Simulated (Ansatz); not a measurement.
# Two runs on BSiH3SO

System: BSiH3SO, SMILES B1O[SiH2]S1.
Method of run 1: RKS PBE-QIDH (frozen core)/def2-TZVPP (Ansatz 0.2.0).

The geometry comes from this level: PBE0-D4/def2-TZVP. Text and figures count atoms from 1; the logs count them from 0 in places.

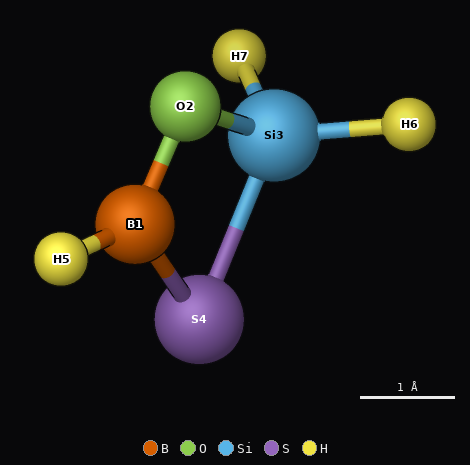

The input geometry (ball-and-stick view, seen at a tilt; atoms are numbered from 1 in the order of the input). Bond lengths as drawn: B–H 1.19 Å, B–O 1.37 Å, B–S 1.85 Å, H–Si 1.48 Å, O–Si 1.68 Å and S–Si 2.13 Å.

Input file, run 1:
```yaml
crystal:
  periodic: [false, false, false]
  atoms:
    - {symbol: B, position_ang: [-1.081999, 0.082021, -0.679460]}
    - {symbol: O, position_ang: [0.186969, 0.523617, -0.959917]}
    - {symbol: Si, position_ang: [0.840556, -0.062007, 0.472434]}
    - {symbol: S, position_ang: [-1.105556, -0.768609, 0.959530]}
    - {symbol: H, position_ang: [-2.021085, 0.231349, -1.395353]}
    - {symbol: H, position_ang: [1.372835, 1.023587, 1.325563]}
    - {symbol: H, position_ang: [1.869380, -1.097958, 0.231603]}
basis:
  gaussian: {orbitals: def2-TZVPP}
hamiltonian: {xc: {name: PBE-QIDH}}
```

Launched with:
```bash
ansatz run in.yaml --threads 2 --pin off --events-out ev --progress --plain --max-ram 4352MiB
```

Hardware: 2 threads of Intel Xeon, 11 GiB of memory available, shared host.

Output (run 1):
```
Functional definition: PBE-QIDH
  parameter a = 3^(-1/3)
  parameter c = 1/3
  exchange = (1 - a)*pbe_x + a*exact_x
  correlation = (1 - c)*pbe_c + c*(mp2_os + mp2_ss)
1111 factors; integrals over basis functions are off by at most 9.0e-4 eV
mean field evaluation 1: about -21465.3252 eV, gradient 4.0e1 eV
mean field evaluation 2: about -21465.5638 eV, gradient 4.0e1 eV
mean field evaluation 4: about -21468.4960 eV, gradient 3.4e0 eV
mean field evaluation 8: about -21468.5361 eV, gradient 5.8e-2 eV
mean field evaluation 16: about -21468.5361 eV, gradient 3.1e-5 eV
mean field -21468.53612697 eV, -788.9541507697 hartree, gradient 2.6e-6 eV, S^2 0.000000; 0 other end points of the search recorded, 0 dependent functions left out
12 core orbitals not correlated: weight in the atoms' cores, before any rotation towards them, 1.000 or more for the frozen orbitals, at most 0.000 for the correlated occupied ones
reference -21468.53613925 eV, -788.9541512211 hartree; 11, 11 occupied and 165, 165 virtual orbitals, 1111 factors
second order -19.08060074 eV of doubles, -0.00000000 eV of singles
Total energy: -21474.89633950 eV, -789.1878842691 hartree
```

The input of run 2 differs as follows (lines with − go, lines with + come):
```diff
-hamiltonian: {xc: {name: PBE-QIDH}}
+hamiltonian: {xc: {name: B2PLYP}}
```

What does this change do to the results?

The total energies belong to different methods, so their difference says nothing on which is more stable or more accurate. The functional changes from PBE-QIDH to B2PLYP.

Output (run 2):
```
Functional definition: B2PLYP
  parameter a = 0.53
  parameter c = 0.27
  exchange = (1 - a)*b88_x + a*exact_x
  correlation = (1 - c)*lyp_c + c*(mp2_os + mp2_ss)
1111 factors; integrals over basis functions are off by at most 9.0e-4 eV
mean field evaluation 1: about -21472.1728 eV, gradient 4.5e1 eV
mean field evaluation 2: about -21472.3623 eV, gradient 4.5e1 eV
mean field evaluation 4: about -21475.8089 eV, gradient 4.7e0 eV
mean field evaluation 8: about -21475.8658 eV, gradient 2.6e-1 eV
mean field evaluation 16: about -21475.8660 eV, gradient 1.3e-4 eV
mean field -21475.86598772 eV, -789.2235181838 hartree, gradient 8.3e-6 eV, S^2 0.000000; 0 other end points of the search recorded, 0 dependent functions left out
12 core orbitals not correlated: weight in the atoms' cores, before any rotation towards them, 1.000 or more for the frozen orbitals, at most 0.000 for the correlated occupied ones
reference -21475.86614254 eV, -789.2235238733 hartree; 11, 11 occupied and 165, 165 virtual orbitals, 1111 factors
second order -20.61233647 eV of doubles, -0.00000000 eV of singles
Total energy: -21481.43147338 eV, -789.4280460097 hartree
```

The two runs side by side:

| quantity | run 1 | run 2 |
| --- | --- | --- |
| outcome | converged | converged |
| total energy (hartree) | −789.187884 | −789.428046 |
| basis functions | 188 | 188 |
| wall time (shared host) | 2.8 s | 2.7 s |
